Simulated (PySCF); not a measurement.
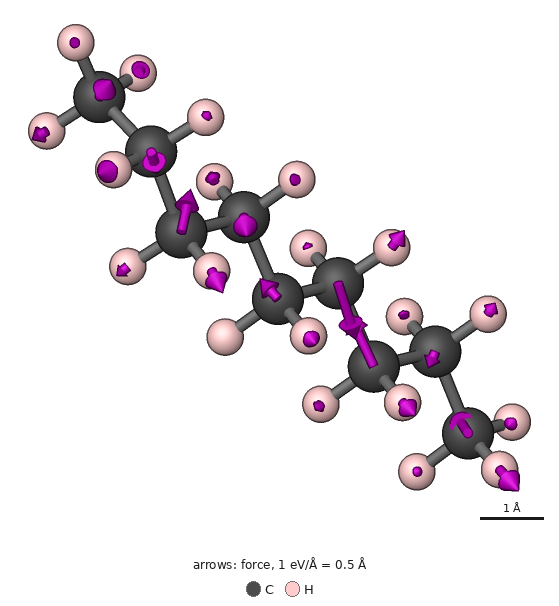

Starting geometry of C₉H₂₀ with the computed forces as purple arrows. The picture is a ball-and-stick view, seen from a free direction.

The start comes from GFN2-xTB. Its atoms were then displaced at random by about 0.01 Å.

All numbers below come from PBE0-D3(BJ)/def2-SVP geometry optimisation, gas phase in PySCF 2.14.0, density-fitted response routines. 

### What follows when this structure is relaxed?

It isn't relaxed: the largest force vector, on a C atom, is 2.21 eV/Å. The final displacements follow the starting forces only in part (cosine between the two patterns 0.42). The atom that moves furthest after the best rigid fit is an H atom (0.059 Å). Largest moves by element: H 0.059 Å, C 0.058 Å. Some distances before and after: C–C 1.572 → 1.522 Å, C–H 1.065 → 1.102 Å, C–C 1.497 → 1.522 Å, C–H 1.083 → 1.105 Å. Among the angles between lasting bonds that change: H–C–H 108.7° → 105.6°, C–C–H 106.3° → 109.2°, C–C–C 110.8° → 113.5°. The energy falls by 21.7 kJ/mol in 3 geometry steps.
